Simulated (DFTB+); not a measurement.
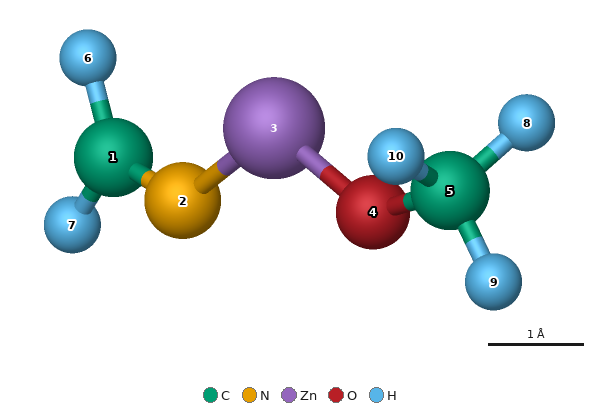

The structure (ball-and-stick view, seen at a tilt; atoms are numbered from 1 in the order of the input). Sticks mark near contacts. Bond lengths as drawn: C–H 1.09 to 1.10 Å, C–N 1.24 Å, C–O 1.39 Å, N–Zn 1.87 Å and O–Zn 1.76 Å.

# Excited-state calculation, with input and output: C₂H₅NOZn

System: C₂H₅NOZn, SMILES C=[N][Zn][O]C.
Method: DFTB2, R-SCC (DFTB+ 25.1).

The geometry comes from this level: GFN2-xTB.

The program's output
```
|  DFTB+ development version (commit: a23bfb2)

Reading input file 'dftb_in.hsd'
Parser version: 14

--------------------------------------------------------------------------------
Reading SK-files:
./slakos/cc.spl
./slakos/cn.spl
./slakos/czn.spl
./slakos/co.spl
./slakos/ch.spl
./slakos/nn.spl
./slakos/nzn.spl
./slakos/no.spl
./slakos/nh.spl
./slakos/znzn.spl
./slakos/zno.spl
./slakos/znh.spl
./slakos/oo.spl
./slakos/oh.spl
./slakos/hh.spl
Done.

Processed input in HSD format written to 'dftb_pin.hsd'

Starting initialization...
--------------------------------------------------------------------------------
OpenMP threads:              1
Chosen random seed:          601599197
Current stacksize:           unlimited
Mode:                        Static calculation
Self consistent charges:     Yes
SCC-tolerance:                 0.100000E-07
Max. scc iterations:                    100
Shell resolved Hubbard:      No
Spin polarisation:           No
Nr. of up electrons:            18.000000
Nr. of down electrons:          18.000000
Periodic boundaries:         No
Electronic solver:           Relatively robust
Casida solver:               Arpack
Mixer:                       Broyden mixer
Mixing parameter:                  0.200000
Nr. of chrg. vec. in memory:            100
Max. SCC-cycles:                        100
Electronic temperature:              0.100000E-07 H      0.272114E-06 eV
Initial charges:             Set automatically (system chrg:   0.000E+00)
Included shells:             C:  s, p
                             N:  s, p
                            Zn:  s, p, d
                             O:  s, p
                             H:  s
Extra options:
                             Mulliken analysis

--------------------------------------------------------------------------------

***  Geometry step: 0

 iSCC Total electronic   Diff electronic      SCC error
    1   -0.15587009E+02    0.00000000E+00    0.83918515E+00
    2   -0.15622092E+02   -0.15587009E+02    0.52064828E+00
    3   -0.15641842E+02   -0.35083649E-01    0.66069863E-01
    4   -0.15642271E+02   -0.19750011E-01    0.37515309E-01
    5   -0.15642344E+02   -0.42869895E-03    0.18684191E-01
    6   -0.15642371E+02   -0.72622981E-04    0.41166826E-02
    7   -0.15642372E+02   -0.27708038E-04    0.27512501E-02
    8   -0.15642372E+02   -0.53655620E-06    0.33715742E-03
    9   -0.15642373E+02   -0.74607804E-06    0.76786973E-04
   10   -0.15642373E+02   -0.10788742E-07    0.48251060E-05
   11   -0.15642373E+02   -0.59984195E-09    0.78970758E-06
   12   -0.15642373E+02   -0.25561775E-11    0.17663181E-06
   13   -0.15642373E+02   -0.51514348E-13    0.17962520E-08

Total Energy:                      -15.3185285487 H         -416.8384 eV
Extrapolated to 0K:                -15.3185285487 H         -416.8384 eV
Total Mermin free energy:          -15.3185285487 H         -416.8384 eV
Force related energy:              -15.3185285487 H         -416.8384 eV

--------------------------------------------------------------------------------
--------------------------------------------------------------------------------
--------------------------------------------------------------------------------
Missing                                +       0.01 (100.0%)       0.02 (100.0%)
Total                                  =       0.01 (100.0%)       0.02 (100.0%)
--------------------------------------------------------------------------------
```

File detailed.out
```
Fermi distribution function

Calculation with static geometry

********************************************************************************
 iSCC Total electronic   Diff electronic      SCC error
   13   -0.15642373E+02   -0.51514348E-13    0.17962520E-08
********************************************************************************

 Total charge:    -0.00000000

 Atomic gross charges (e)
 Atom           Charge
    1       0.02544495
    2      -0.29290181
    3       0.41451196
    4      -0.37262534
    5       0.06438264
    6       0.03661438
    7       0.04559117
    8       0.02200871
    9       0.03452303
   10       0.02245030

Nr. of electrons (up):     36.00000000
Atom populations (up)
 Atom       Population
    1       3.97455505
    2       5.29290181
    3      11.58548804
    4       6.37262534
    5       3.93561736
    6       0.96338562
    7       0.95440883
    8       0.97799129
    9       0.96547697
   10       0.97754970

l-shell populations (up)
 Atom Sh.   l       Population
    1   1   0       1.21946181
    1   2   1       2.75509324
    2   1   0       1.52523234
    2   2   1       3.76766947
    3   1   0       0.85272513
    3   2   1       0.83759522
    3   3   2       9.89516770
    4   1   0       1.73128608
    4   2   1       4.64133926
    5   1   0       1.20309182
    5   2   1       2.73252553
    6   1   0       0.96338562
    7   1   0       0.95440883
    8   1   0       0.97799129
    9   1   0       0.96547697
   10   1   0       0.97754970

Orbital populations (up)
 Atom Sh.   l   m       Population  Label
    1   1   0   0       1.21946181  s
    1   2   1  -1       0.90987420  p_y
    1   2   1   0       0.93538096  p_z
    1   2   1   1       0.90983807  p_x
    2   1   0   0       1.52523234  s
    2   2   1  -1       1.26086786  p_y
    2   2   1   0       1.23596668  p_z
    2   2   1   1       1.27083493  p_x
    3   1   0   0       0.85272513  s
    3   2   1  -1       0.31471969  p_y
    3   2   1   0       0.31526655  p_z
    3   2   1   1       0.20760897  p_x
    3   3   2  -2       1.98668452  d_xy
    3   3   2  -1       1.95389291  d_yz
    3   3   2   0       1.98293192  d_z2
    3   3   2   1       1.99229921  d_xz
    3   3   2   2       1.97935914  d_x2-y2
    4   1   0   0       1.73128608  s
    4   2   1  -1       1.40631189  p_y
    4   2   1   0       1.48607673  p_z
    4   2   1   1       1.74895064  p_x
    5   1   0   0       1.20309182  s
    5   2   1  -1       0.90926518  p_y
    5   2   1   0       0.86333197  p_z
    5   2   1   1       0.95992839  p_x
    6   1   0   0       0.96338562  s
    7   1   0   0       0.95440883  s
    8   1   0   0       0.97799129  s
    9   1   0   0       0.96547697  s
   10   1   0   0       0.97754970  s

Fermi level:                        -0.1261877360 H           -3.4337 eV
Band energy:                       -14.4120024349 H         -392.1705 eV
TS:                                  0.0000000000 H            0.0000 eV
Band free energy (E-TS):           -14.4120024349 H         -392.1705 eV
Extrapolated E(0K):                -14.4120024349 H         -392.1705 eV
Input / Output electrons (q):     36.0000000000     36.0000000000

Energy H0:                         -15.6670570966 H         -426.3223 eV
Energy SCC:                          0.0246845865 H            0.6717 eV
Total Electronic energy:           -15.6423725101 H         -425.6506 eV
Repulsive energy:                    0.3238439614 H            8.8122 eV
Total energy:                      -15.3185285487 H         -416.8384 eV
Extrapolated to 0:                 -15.3185285487 H         -416.8384 eV
Total Mermin free energy:          -15.3185285487 H         -416.8384 eV
Force related energy:              -15.3185285487 H         -416.8384 eV

Non-constrained calculation

SCC converged

Dipole moment:    0.52394453    0.39237772   -0.47184684 au
Dipole moment:    1.33173427    0.99732477   -1.19931514 Debye
```

File band.out
```
 KPT            1  SPIN            1  KWEIGHT    1.0000000000000000
     1    -22.8721  2.00000
     2    -19.9057  2.00000
     3    -14.7086  2.00000
     4    -13.2871  2.00000
     5    -11.0040  2.00000
     6    -10.9246  2.00000
     7    -10.5353  2.00000
     8    -10.4404  2.00000
     9    -10.3602  2.00000
    10     -9.9358  2.00000
    11     -9.5594  2.00000
    12     -9.5512  2.00000
    13     -9.4415  2.00000
    14     -8.2984  2.00000
    15     -8.1447  2.00000
    16     -6.0988  2.00000
    17     -5.7939  2.00000
    18     -5.2234  2.00000
    19     -1.6441  0.00000
    20     -1.3402  0.00000
    21      0.9799  0.00000
    22      6.6771  0.00000
    23      9.4564  0.00000
    24      9.8041  0.00000
    25     11.0906  0.00000
    26     11.5477  0.00000
    27     11.7222  0.00000
    28     13.1437  0.00000
    29     15.8165  0.00000
    30     33.8248  0.00000
```

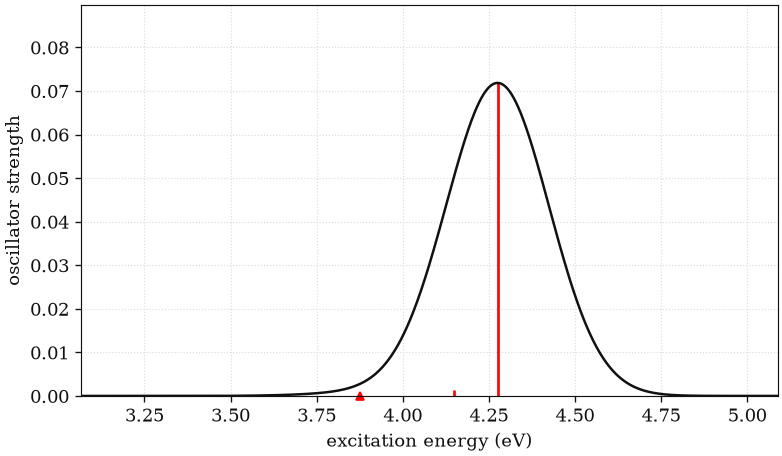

Computed excitations as sticks (degenerate states added up, dark ones marked on the axis), with a Gaussian envelope of 0.35 eV full width at half maximum, scaled to the tallest. Of the 3 states the lowest lies at 3.88 eV (f = 0.001); the strongest line is at 4.28 eV, or 290 nm (f = 0.072).

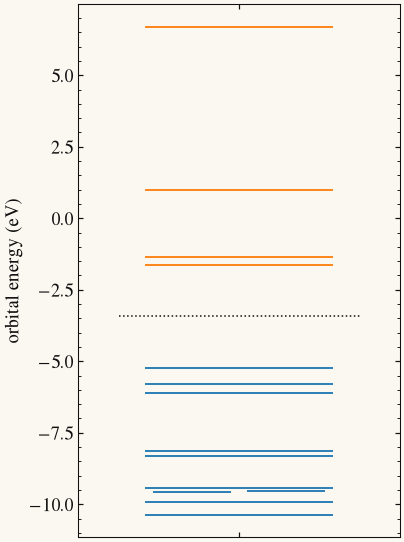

Orbital energies near the frontier; the dotted line parts filled from empty levels, and levels within 0.02 eV of each other stand side by side. Highest filled −5.22 eV, lowest empty −1.64 eV, 3.58 eV apart.

The run was set up as follows.

The input (dftb_in.hsd)
```
Geometry = GenFormat {
  <<< "geo.gen"
}

Hamiltonian = DFTB {
  SCC = Yes
  SlaterKosterFiles = Type2FileNames {
    Prefix = "slakos/"
    Separator = ""
    Suffix = ".spl"
    LowerCaseTypeName = Yes
  }
  MaxAngularMomentum = {
    C = "p"
    N = "p"
    Zn = "d"
    O = "p"
    H = "s"
  }
  SCCTolerance = 1e-08
}

ExcitedState = {
  Casida = {
    NrOfExcitations = 3
    Symmetry = Singlet
    Diagonaliser = Arpack {}
  }
}

Options = {
  WriteResultsTag = Yes
}

ParserOptions = {
  ParserVersion = 14
}
```

File geo.gen
```
10 C
C N Zn O H
   1  1      0.107730      2.337690      2.096200
   2  2     -0.161430      1.254690      1.552430
   3  3      0.332160      0.443180     -0.058270
   4  4     -0.272920     -1.100400     -0.634950
   5  1     -0.122500     -1.962200     -1.718110
   6  5      0.764180      3.127380      1.714630
   7  5     -0.350650      2.548080      3.065710
   8  5     -0.384080     -1.485880     -2.670270
   9  5     -0.808790     -2.801930     -1.555400
  10  5      0.896310     -2.360610     -1.791970
```

Launch command:
```bash
dftb+ > run.log
```

Results in brief

| quantity | value |
| --- | --- |
| outcome | converged |
| Mermin free energy | −15.318529 hartree |
| basis functions | 30 |
| HOMO | −5.22 eV |
| LUMO | −1.64 eV |
| dipole moment | 2.05 D |
| lowest excitation | 3.88 eV |
| hardware | 1 thread of Intel Xeon (Granite Rapids), 32 GiB of memory available, shared host |
| peak memory | 0.071 GiB |

Notes

Settings chosen away from the usual ones: roots.
